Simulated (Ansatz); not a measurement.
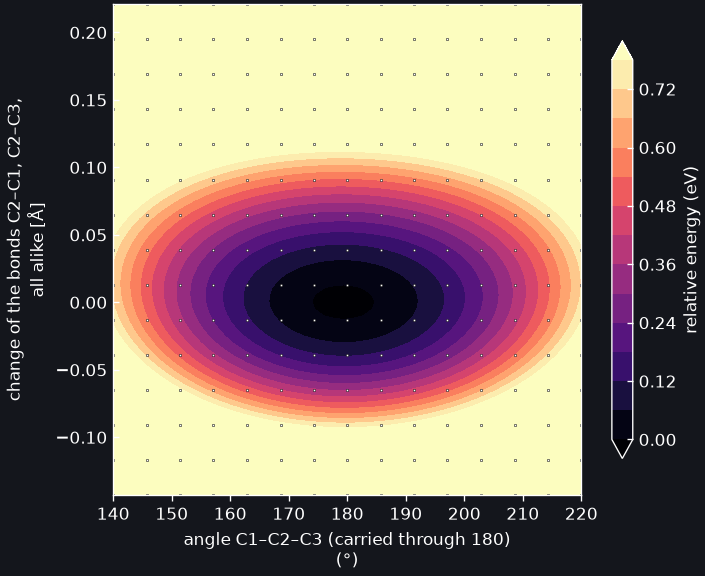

C₃H₃ClSe, SMILES C=C=C(Cl)[SeH]. 
- First axis: angle C1–C2–C3 (carried through 180). Second axis: change of the bonds C2–C1, C2–C3, all alike.
- Nothing is relaxed (all other coordinates rigid).
- Grid: 15 × 15 points.
- Points are written as (first, second).
- Energies are in eV, from the lowest grid point.
- Theory: RHF/def2-SVP (Ansatz).

Drawn: filled contours, dots at the grid points, one colour for all values above the top of the scale. Between grid points the surface is interpolated.

Estimate the position of the minimum and the force constants in these coordinates.

Answer. The interpolated minimum is at the first coordinate ≈ 179.3°, the second coordinate ≈ 0.000 Å. The curvatures there are about 2.9 eV/rad² and 155 eV/Å², with a cross term of about 0 eV/(rad·Å). Round the minimum the two coordinates are nearly uncoupled.
